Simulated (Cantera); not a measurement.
A closed system holds: 1 mol SiO₂, 0.22 mol Al₂O₃, 25 mol H₂, held at 100000 Pa.

Method: chemical equilibrium by Gibbs-energy minimisation in Cantera with the NASA 1993 tables (ideal gas, pure condensed phases). Candidate condensed phases: Al, Al₂O₃, Al₂SiO₅, Al₆Si₂O₁₃, H₂O, Si, SiO₂; 28 gas species. Mutual solubility and eutectic melting of coexisting phases are not modelled. The tables hold silica as quartz up to 1696 K and as liquid above; real silica turns to tridymite and cristobalite and melts near 1996 K. Condensed phases not in the tables: alloys, solid solutions and most ternary compounds. Gases not in the tables: Si(OH)₄. Equilibrium is a limit: real reactors are often held back by kinetics, nucleation or transport.

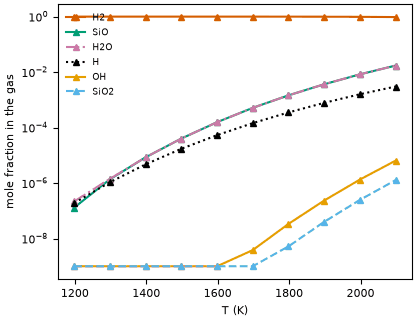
*Equilibrium gas composition (values under 1e-9 drawn at 1e-9)*

At 1198 K the condensed part is Al₂SiO₅(andalusite) + SiO₂(β-quartz). From 1298 K to 1598 K the condensed part is Al₆Si₂O₁₃(mullite) + SiO₂(β-quartz). From 1698 K to 1898 K the condensed part is Al₆Si₂O₁₃(mullite) + SiO₂(condensed). From 1998 K to 2098 K the condensed part is Al₆Si₂O₁₃(mullite) + SiO₂(l).
